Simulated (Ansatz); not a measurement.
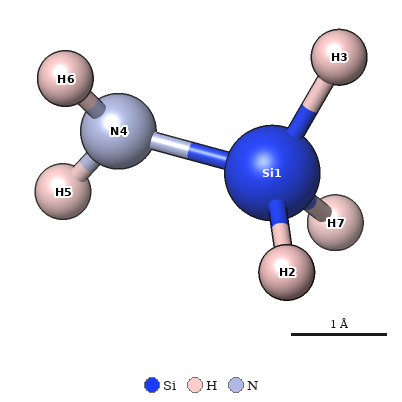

Fig. 1: The starting structure (ball-and-stick view, seen at a tilt; atoms are numbered from 1 in the order of the input).

## SiNH5: molecular dynamics (part 1 of 2)

- system: SiNH5
- method: RKS CAM-B3LYP/def2-SVP (Ansatz 0.2.0)

It belongs to a series of runs on one base structure; here: dynamics from the start. Figures and captions count atoms from 1; the log counts them from 0 in places.

**Output**
```
Engine: ansatz 0.2.0, x86_64-unknown-linux-gnu
Functional definition: CAM-B3LYP
  parameter alpha = 0.19
  parameter beta = 0.46
  parameter omega = 0.33/bohr
  parameter ac = 0.81
  exchange = (1 - alpha - beta)*b88_x + beta*b88_x_sr(omega) + alpha*exact_x + beta*exact_x_lr(omega)
  correlation = (1 - ac)*vwn5_c + ac*lyp_c
607 factors; integrals over basis functions are off by at most 5.3e-4 eV
234 factors; integrals over basis functions are off by at most 9.7e-7 eV
mean field evaluation 1: about -9441.2447 eV, gradient 4.5e1 eV
mean field evaluation 2: about -9439.7490 eV, gradient 5.1e1 eV
mean field evaluation 4: about -9445.1124 eV, gradient 2.8e-1 eV
mean field evaluation 8: about -9445.1133 eV, gradient 7.9e-3 eV
mean field -9445.11333794 eV, -347.1015130414 hartree, gradient 1.4e-5 eV, S^2 0.000000; 0 other end points of the search recorded, 0 dependent functions left out
the calculation of the forces begins
reference -9445.11344896 eV, -347.1015171216 hartree; 13, 13 occupied and 44, 44 virtual orbitals, 607 factors
md step     0: t =     0.00 fs  T =   257.1 K  F+E_penalty+E_count = -9445.11333794 eV  E_kin = 0.232668 eV  (23 SCF iters)
these checks for a lower state are left out or cut short: starts, cluster_reference, orbital_swaps, neighbouring_geometries, increment
607 factors; integrals over basis functions are off by at most 5.8e-4 eV
234 factors; integrals over basis functions are off by at most 9.7e-7 eV
mean field evaluation 16: about -9445.1055 eV, gradient 1.7e-3 eV
mean field -9445.10585704 eV, -347.1012381234 hartree, gradient 2.7e-5 eV, S^2 0.000000; 0 other end points of the search recorded, 0 dependent functions left out
the calculation of the forces begins
reference -9445.10596822 eV, -347.1012422094 hartree; 13, 13 occupied and 44, 44 virtual orbitals, 607 factors
md step     1: t =     0.50 fs  T =   251.7 K  F+E_penalty+E_count = -9445.10585704 eV  E_kin = 0.227736 eV  (21 SCF iters)
[... from here on the SCF iterations and repeated set-up lines of each step are left out, up to the last step ...]
md step     2: t =     1.00 fs  T =   226.4 K  F+E_penalty+E_count = -9445.08643216 eV  E_kin = 0.204888 eV  (23 SCF iters)
md step     3: t =     1.50 fs  T =   203.8 K  F+E_penalty+E_count = -9445.06166997 eV  E_kin = 0.184415 eV  (23 SCF iters)
md step     4: t =     2.00 fs  T =   178.1 K  F+E_penalty+E_count = -9445.03871425 eV  E_kin = 0.161172 eV  (23 SCF iters)
md step     5: t =     2.50 fs  T =   161.9 K  F+E_penalty+E_count = -9445.02294411 eV  E_kin = 0.146492 eV  (22 SCF iters)
md step     6: t =     3.00 fs  T =   157.3 K  F+E_penalty+E_count = -9445.01697273 eV  E_kin = 0.142296 eV  (22 SCF iters)
md step     7: t =     3.50 fs  T =   160.4 K  F+E_penalty+E_count = -9445.01974918 eV  E_kin = 0.145173 eV  (23 SCF iters)
md step     8: t =     4.00 fs  T =   167.3 K  F+E_penalty+E_count = -9445.02639319 eV  E_kin = 0.151384 eV  (22 SCF iters)
md step     9: t =     4.50 fs  T =   171.9 K  F+E_penalty+E_count = -9445.03080414 eV  E_kin = 0.155561 eV  (23 SCF iters)
md step    10: t =     5.00 fs  T =   171.3 K  F+E_penalty+E_count = -9445.02796365 eV  E_kin = 0.154984 eV  (23 SCF iters)
md step    11: t =     5.50 fs  T =   154.8 K  F+E_penalty+E_count = -9445.01566554 eV  E_kin = 0.140082 eV  (22 SCF iters)
md step    12: t =     6.00 fs  T =   137.7 K  F+E_penalty+E_count = -9444.99754062 eV  E_kin = 0.124626 eV  (23 SCF iters)
md step    13: t =     6.50 fs  T =   118.2 K  F+E_penalty+E_count = -9444.98217095 eV  E_kin = 0.106983 eV  (23 SCF iters)
md step    14: t =     7.00 fs  T =   114.1 K  F+E_penalty+E_count = -9444.97863129 eV  E_kin = 0.103234 eV  (23 SCF iters)
md step    15: t =     7.50 fs  T =   124.9 K  F+E_penalty+E_count = -9444.99068719 eV  E_kin = 0.113001 eV  (23 SCF iters)
md step    16: t =     8.00 fs  T =   146.1 K  F+E_penalty+E_count = -9445.01304858 eV  E_kin = 0.132236 eV  (23 SCF iters)
md step    17: t =     8.50 fs  T =   177.1 K  F+E_penalty+E_count = -9445.03504789 eV  E_kin = 0.160200 eV  (23 SCF iters)
md step    18: t =     9.00 fs  T =   191.3 K  F+E_penalty+E_count = -9445.04724730 eV  E_kin = 0.173076 eV  (22 SCF iters)
md step    19: t =     9.50 fs  T =   189.4 K  F+E_penalty+E_count = -9445.04573442 eV  E_kin = 0.171342 eV  (22 SCF iters)
md step    20: t =    10.00 fs  T =   170.9 K  F+E_penalty+E_count = -9445.03365191 eV  E_kin = 0.154662 eV  (24 SCF iters)
md step    21: t =    10.50 fs  T =   156.3 K  F+E_penalty+E_count = -9445.01748210 eV  E_kin = 0.141458 eV  (22 SCF iters)
md step    22: t =    11.00 fs  T =   141.6 K  F+E_penalty+E_count = -9445.00390286 eV  E_kin = 0.128118 eV  (22 SCF iters)
md step    23: t =    11.50 fs  T =   135.8 K  F+E_penalty+E_count = -9444.99853658 eV  E_kin = 0.122867 eV  (23 SCF iters)
md step    24: t =    12.00 fs  T =   146.0 K  F+E_penalty+E_count = -9445.00245936 eV  E_kin = 0.132069 eV  (21 SCF iters)
md step    25: t =    12.50 fs  T =   160.7 K  F+E_penalty+E_count = -9445.01371192 eV  E_kin = 0.145371 eV  (21 SCF iters)
md step    26: t =    13.00 fs  T =   180.9 K  F+E_penalty+E_count = -9445.02805110 eV  E_kin = 0.163678 eV  (21 SCF iters)
md step    27: t =    13.50 fs  T =   200.6 K  F+E_penalty+E_count = -9445.03926689 eV  E_kin = 0.181516 eV  (22 SCF iters)
md step    28: t =    14.00 fs  T =   202.5 K  F+E_penalty+E_count = -9445.04078105 eV  E_kin = 0.183219 eV  (21 SCF iters)
md step    29: t =    14.50 fs  T =   192.0 K  F+E_penalty+E_count = -9445.02956989 eV  E_kin = 0.173737 eV  (21 SCF iters)
md step    30: t =    15.00 fs  T =   170.6 K  F+E_penalty+E_count = -9445.00868052 eV  E_kin = 0.154317 eV  (22 SCF iters)
md step    31: t =    15.50 fs  T =   144.6 K  F+E_penalty+E_count = -9444.98663947 eV  E_kin = 0.130879 eV  (23 SCF iters)
md step    32: t =    16.00 fs  T =   131.4 K  F+E_penalty+E_count = -9444.97464320 eV  E_kin = 0.118901 eV  (22 SCF iters)
md step    33: t =    16.50 fs  T =   133.3 K  F+E_penalty+E_count = -9444.97864283 eV  E_kin = 0.120624 eV  (22 SCF iters)
md step    34: t =    17.00 fs  T =   153.0 K  F+E_penalty+E_count = -9444.99472065 eV  E_kin = 0.138442 eV  (22 SCF iters)
md step    35: t =    17.50 fs  T =   169.7 K  F+E_penalty+E_count = -9445.01351417 eV  E_kin = 0.153574 eV  (22 SCF iters)
md step    36: t =    18.00 fs  T =   182.8 K  F+E_penalty+E_count = -9445.02708634 eV  E_kin = 0.165385 eV  (22 SCF iters)
md step    37: t =    18.50 fs  T =   186.5 K  F+E_penalty+E_count = -9445.03145769 eV  E_kin = 0.168782 eV  (22 SCF iters)
md step    38: t =    19.00 fs  T =   184.4 K  F+E_penalty+E_count = -9445.02761241 eV  E_kin = 0.166858 eV  (22 SCF iters)
md step    39: t =    19.50 fs  T =   175.1 K  F+E_penalty+E_count = -9445.02013629 eV  E_kin = 0.158451 eV  (22 SCF iters)
md step    40: t =    20.00 fs  T =   169.1 K  F+E_penalty+E_count = -9445.01428157 eV  E_kin = 0.152962 eV  (23 SCF iters)
md step    41: t =    20.50 fs  T =   170.9 K  F+E_penalty+E_count = -9445.01394476 eV  E_kin = 0.154607 eV  (23 SCF iters)
md step    42: t =    21.00 fs  T =   174.5 K  F+E_penalty+E_count = -9445.02101074 eV  E_kin = 0.157895 eV  (23 SCF iters)
md step    43: t =    21.50 fs  T =   190.2 K  F+E_penalty+E_count = -9445.03475700 eV  E_kin = 0.172065 eV  (23 SCF iters)
md step    44: t =    22.00 fs  T =   206.0 K  F+E_penalty+E_count = -9445.05089351 eV  E_kin = 0.186415 eV  (22 SCF iters)
md step    45: t =    22.50 fs  T =   218.5 K  F+E_penalty+E_count = -9445.06443544 eV  E_kin = 0.197673 eV  (22 SCF iters)
md step    46: t =    23.00 fs  T =   219.7 K  F+E_penalty+E_count = -9445.06996045 eV  E_kin = 0.198798 eV  (22 SCF iters)
md step    47: t =    23.50 fs  T =   213.0 K  F+E_penalty+E_count = -9445.06320474 eV  E_kin = 0.192762 eV  (23 SCF iters)
md step    48: t =    24.00 fs  T =   189.0 K  F+E_penalty+E_count = -9445.04455261 eV  E_kin = 0.170990 eV  (22 SCF iters)
md step    49: t =    24.50 fs  T =   165.4 K  F+E_penalty+E_count = -9445.02013322 eV  E_kin = 0.149691 eV  (23 SCF iters)
md step    50: t =    25.00 fs  T =   146.0 K  F+E_penalty+E_count = -9444.99897996 eV  E_kin = 0.132107 eV  (23 SCF iters)
md step    51: t =    25.50 fs  T =   137.8 K  F+E_penalty+E_count = -9444.98891693 eV  E_kin = 0.124694 eV  (23 SCF iters)
md step    52: t =    26.00 fs  T =   137.4 K  F+E_penalty+E_count = -9444.99245279 eV  E_kin = 0.124327 eV  (23 SCF iters)
md step    53: t =    26.50 fs  T =   153.3 K  F+E_penalty+E_count = -9445.00452053 eV  E_kin = 0.138753 eV  (24 SCF iters)
md step    54: t =    27.00 fs  T =   161.4 K  F+E_penalty+E_count = -9445.01601065 eV  E_kin = 0.146047 eV  (23 SCF iters)
md step    55: t =    27.50 fs  T =   167.3 K  F+E_penalty+E_count = -9445.02194704 eV  E_kin = 0.151351 eV  (23 SCF iters)
md step    56: t =    28.00 fs  T =   171.9 K  F+E_penalty+E_count = -9445.02141697 eV  E_kin = 0.155522 eV  (23 SCF iters)
md step    57: t =    28.50 fs  T =   169.0 K  F+E_penalty+E_count = -9445.01665102 eV  E_kin = 0.152886 eV  (23 SCF iters)
md step    58: t =    29.00 fs  T =   162.9 K  F+E_penalty+E_count = -9445.01246043 eV  E_kin = 0.147369 eV  (23 SCF iters)
md step    59: t =    29.50 fs  T =   163.8 K  F+E_penalty+E_count = -9445.01323247 eV  E_kin = 0.148253 eV  (23 SCF iters)
md step    60: t =    30.00 fs  T =   170.0 K  F+E_penalty+E_count = -9445.02041391 eV  E_kin = 0.153813 eV  (23 SCF iters)
md step    61: t =    30.50 fs  T =   178.8 K  F+E_penalty+E_count = -9445.03249758 eV  E_kin = 0.161745 eV  (22 SCF iters)
md step    62: t =    31.00 fs  T =   198.8 K  F+E_penalty+E_count = -9445.04733187 eV  E_kin = 0.179877 eV  (22 SCF iters)
md step    63: t =    31.50 fs  T =   212.4 K  F+E_penalty+E_count = -9445.06126990 eV  E_kin = 0.192226 eV  (22 SCF iters)
md step    64: t =    32.00 fs  T =   219.1 K  F+E_penalty+E_count = -9445.06920609 eV  E_kin = 0.198263 eV  (22 SCF iters)
md step    65: t =    32.50 fs  T =   214.9 K  F+E_penalty+E_count = -9445.06777459 eV  E_kin = 0.194409 eV  (22 SCF iters)
md step    66: t =    33.00 fs  T =   203.9 K  F+E_penalty+E_count = -9445.05717889 eV  E_kin = 0.184488 eV  (21 SCF iters)
md step    67: t =    33.50 fs  T =   192.5 K  F+E_penalty+E_count = -9445.04168448 eV  E_kin = 0.174190 eV  (22 SCF iters)
md step    68: t =    34.00 fs  T =   180.8 K  F+E_penalty+E_count = -9445.02820029 eV  E_kin = 0.163557 eV  (22 SCF iters)
md step    69: t =    34.50 fs  T =   175.0 K  F+E_penalty+E_count = -9445.02226824 eV  E_kin = 0.158383 eV  (23 SCF iters)
md step    70: t =    35.00 fs  T =   178.4 K  F+E_penalty+E_count = -9445.02445353 eV  E_kin = 0.161449 eV  (21 SCF iters)
md step    71: t =    35.50 fs  T =   186.0 K  F+E_penalty+E_count = -9445.03021788 eV  E_kin = 0.168295 eV  (21 SCF iters)
md step    72: t =    36.00 fs  T =   189.2 K  F+E_penalty+E_count = -9445.03248774 eV  E_kin = 0.171204 eV  (22 SCF iters)
md step    73: t =    36.50 fs  T =   192.0 K  F+E_penalty+E_count = -9445.02643540 eV  E_kin = 0.173769 eV  (22 SCF iters)
md step    74: t =    37.00 fs  T =   182.1 K  F+E_penalty+E_count = -9445.01194782 eV  E_kin = 0.164734 eV  (23 SCF iters)
md step    75: t =    37.50 fs  T =   161.9 K  F+E_penalty+E_count = -9444.99271153 eV  E_kin = 0.146453 eV  (23 SCF iters)
md step    76: t =    38.00 fs  T =   137.2 K  F+E_penalty+E_count = -9444.97411937 eV  E_kin = 0.124142 eV  (23 SCF iters)
md step    77: t =    38.50 fs  T =   122.2 K  F+E_penalty+E_count = -9444.96080620 eV  E_kin = 0.110536 eV  (22 SCF iters)
md step    78: t =    39.00 fs  T =   119.6 K  F+E_penalty+E_count = -9444.95620532 eV  E_kin = 0.108193 eV  (22 SCF iters)
md step    79: t =    39.50 fs  T =   126.3 K  F+E_penalty+E_count = -9444.96168522 eV  E_kin = 0.114286 eV  (22 SCF iters)
md step    80: t =    40.00 fs  T =   140.7 K  F+E_penalty+E_count = -9444.97467329 eV  E_kin = 0.127315 eV  (22 SCF iters)
md step    81: t =    40.50 fs  T =   164.5 K  F+E_penalty+E_count = -9444.99184468 eV  E_kin = 0.148846 eV  (22 SCF iters)
md step    82: t =    41.00 fs  T =   179.0 K  F+E_penalty+E_count = -9445.00963100 eV  E_kin = 0.161974 eV  (22 SCF iters)
md step    83: t =    41.50 fs  T =   194.6 K  F+E_penalty+E_count = -9445.02394541 eV  E_kin = 0.176036 eV  (24 SCF iters)
md step    84: t =    42.00 fs  T =   203.7 K  F+E_penalty+E_count = -9445.03152436 eV  E_kin = 0.184334 eV  (21 SCF iters)
md step    85: t =    42.50 fs  T =   206.5 K  F+E_penalty+E_count = -9445.03205325 eV  E_kin = 0.186834 eV  (22 SCF iters)
md step    86: t =    43.00 fs  T =   199.9 K  F+E_penalty+E_count = -9445.02893532 eV  E_kin = 0.180898 eV  (22 SCF iters)
md step    87: t =    43.50 fs  T =   201.2 K  F+E_penalty+E_count = -9445.02745135 eV  E_kin = 0.182095 eV  (22 SCF iters)
md step    88: t =    44.00 fs  T =   209.9 K  F+E_penalty+E_count = -9445.03131701 eV  E_kin = 0.189962 eV  (22 SCF iters)
md step    89: t =    44.50 fs  T =   214.4 K  F+E_penalty+E_count = -9445.03880750 eV  E_kin = 0.194000 eV  (21 SCF iters)
md step    90: t =    45.00 fs  T =   217.8 K  F+E_penalty+E_count = -9445.04401490 eV  E_kin = 0.197074 eV  (21 SCF iters)
md step    91: t =    45.50 fs  T =   205.5 K  F+E_penalty+E_count = -9445.04167888 eV  E_kin = 0.185959 eV  (21 SCF iters)
md step    92: t =    46.00 fs  T =   200.5 K  F+E_penalty+E_count = -9445.03088116 eV  E_kin = 0.181442 eV  (21 SCF iters)
md step    93: t =    46.50 fs  T =   185.3 K  F+E_penalty+E_count = -9445.01326319 eV  E_kin = 0.167627 eV  (22 SCF iters)
md step    94: t =    47.00 fs  T =   166.1 K  F+E_penalty+E_count = -9444.99285312 eV  E_kin = 0.150324 eV  (22 SCF iters)
md step    95: t =    47.50 fs  T =   151.7 K  F+E_penalty+E_count = -9444.97518707 eV  E_kin = 0.137265 eV  (23 SCF iters)
md step    96: t =    48.00 fs  T =   136.4 K  F+E_penalty+E_count = -9444.96441834 eV  E_kin = 0.123460 eV  (23 SCF iters)
md step    97: t =    48.50 fs  T =   133.9 K  F+E_penalty+E_count = -9444.96326664 eV  E_kin = 0.121117 eV  (23 SCF iters)
md step    98: t =    49.00 fs  T =   144.6 K  F+E_penalty+E_count = -9444.97125912 eV  E_kin = 0.130847 eV  (23 SCF iters)
md step    99: t =    49.50 fs  T =   160.4 K  F+E_penalty+E_count = -9444.98555955 eV  E_kin = 0.145112 eV  (23 SCF iters)
md step   100: t =    50.00 fs  T =   178.2 K  F+E_penalty+E_count = -9445.00246643 eV  E_kin = 0.161201 eV  (23 SCF iters)
md step   101: t =    50.50 fs  T =   196.8 K  F+E_penalty+E_count = -9445.01673399 eV  E_kin = 0.178052 eV  (23 SCF iters)
md step   102: t =    51.00 fs  T =   206.3 K  F+E_penalty+E_count = -9445.02506427 eV  E_kin = 0.186675 eV  (22 SCF iters)
md step   103: t =    51.50 fs  T =   215.4 K  F+E_penalty+E_count = -9445.02757640 eV  E_kin = 0.194938 eV  (22 SCF iters)
md step   104: t =    52.00 fs  T =   214.4 K  F+E_penalty+E_count = -9445.02777165 eV  E_kin = 0.193999 eV  (23 SCF iters)
md step   105: t =    52.50 fs  T =   219.0 K  F+E_penalty+E_count = -9445.03095544 eV  E_kin = 0.198168 eV  (24 SCF iters)
md step   106: t =    53.00 fs  T =   233.3 K  F+E_penalty+E_count = -9445.03961232 eV  E_kin = 0.211110 eV  (22 SCF iters)
md step   107: t =    53.50 fs  T =   243.2 K  F+E_penalty+E_count = -9445.05160167 eV  E_kin = 0.220065 eV  (22 SCF iters)
md step   108: t =    54.00 fs  T =   251.0 K  F+E_penalty+E_count = -9445.06147715 eV  E_kin = 0.227143 eV  (22 SCF iters)
md step   109: t =    54.50 fs  T =   261.9 K  F+E_penalty+E_count = -9445.06543065 eV  E_kin = 0.236977 eV  (22 SCF iters)
md step   110: t =    55.00 fs  T =   259.4 K  F+E_penalty+E_count = -9445.06150238 eV  E_kin = 0.234682 eV  (22 SCF iters)
md step   111: t =    55.50 fs  T =   250.1 K  F+E_penalty+E_count = -9445.05102806 eV  E_kin = 0.226328 eV  (22 SCF iters)
md step   112: t =    56.00 fs  T =   231.5 K  F+E_penalty+E_count = -9445.03786768 eV  E_kin = 0.209471 eV  (23 SCF iters)
md step   113: t =    56.50 fs  T =   209.0 K  F+E_penalty+E_count = -9445.02560917 eV  E_kin = 0.189135 eV  (23 SCF iters)
md step   114: t =    57.00 fs  T =   203.3 K  F+E_penalty+E_count = -9445.01729368 eV  E_kin = 0.183917 eV  (23 SCF iters)
md step   115: t =    57.50 fs  T =   195.2 K  F+E_penalty+E_count = -9445.01401578 eV  E_kin = 0.176647 eV  (23 SCF iters)
md step   116: t =    58.00 fs  T =   195.4 K  F+E_penalty+E_count = -9445.01472052 eV  E_kin = 0.176804 eV  (23 SCF iters)
md step   117: t =    58.50 fs  T =   199.1 K  F+E_penalty+E_count = -9445.01821971 eV  E_kin = 0.180107 eV  (22 SCF iters)
md step   118: t =    59.00 fs  T =   205.8 K  F+E_penalty+E_count = -9445.02247849 eV  E_kin = 0.186190 eV  (23 SCF iters)
md step   119: t =    59.50 fs  T =   210.3 K  F+E_penalty+E_count = -9445.02418052 eV  E_kin = 0.190271 eV  (23 SCF iters)
md step   120: t =    60.00 fs  T =   210.8 K  F+E_penalty+E_count = -9445.02025934 eV  E_kin = 0.190694 eV  (23 SCF iters)
md step   121: t =    60.50 fs  T =   204.8 K  F+E_penalty+E_count = -9445.01020014 eV  E_kin = 0.185299 eV  (23 SCF iters)
md step   122: t =    61.00 fs  T =   190.3 K  F+E_penalty+E_count = -9444.99723557 eV  E_kin = 0.172142 eV  (23 SCF iters)
md step   123: t =    61.50 fs  T =   187.2 K  F+E_penalty+E_count = -9444.98681412 eV  E_kin = 0.169364 eV  (23 SCF iters)
md step   124: t =    62.00 fs  T =   180.5 K  F+E_penalty+E_count = -9444.98506097 eV  E_kin = 0.163295 eV  (23 SCF iters)
md step   125: t =    62.50 fs  T =   188.9 K  F+E_penalty+E_count = -9444.99457735 eV  E_kin = 0.170914 eV  (23 SCF iters)
md step   126: t =    63.00 fs  T =   203.7 K  F+E_penalty+E_count = -9445.01061483 eV  E_kin = 0.184288 eV  (22 SCF iters)
md step   127: t =    63.50 fs  T =   220.6 K  F+E_penalty+E_count = -9445.02593371 eV  E_kin = 0.199608 eV  (23 SCF iters)
md step   128: t =    64.00 fs  T =   233.7 K  F+E_penalty+E_count = -9445.03583231 eV  E_kin = 0.211439 eV  (23 SCF iters)
md step   129: t =    64.50 fs  T =   236.2 K  F+E_penalty+E_count = -9445.03785371 eV  E_kin = 0.213739 eV  (22 SCF iters)
md step   130: t =    65.00 fs  T =   233.1 K  F+E_penalty+E_count = -9445.03297902 eV  E_kin = 0.210942 eV  (22 SCF iters)
md step   131: t =    65.50 fs  T =   212.4 K  F+E_penalty+E_count = -9445.02402066 eV  E_kin = 0.192144 eV  (23 SCF iters)
md step   132: t =    66.00 fs  T =   203.8 K  F+E_penalty+E_count = -9445.01411591 eV  E_kin = 0.184386 eV  (23 SCF iters)
md step   133: t =    66.50 fs  T =   191.7 K  F+E_penalty+E_count = -9445.00572139 eV  E_kin = 0.173442 eV  (23 SCF iters)
md step   134: t =    67.00 fs  T =   183.1 K  F+E_penalty+E_count = -9445.00037803 eV  E_kin = 0.165691 eV  (23 SCF iters)
md step   135: t =    67.50 fs  T =   179.3 K  F+E_penalty+E_count = -9444.99822951 eV  E_kin = 0.162191 eV  (23 SCF iters)
```
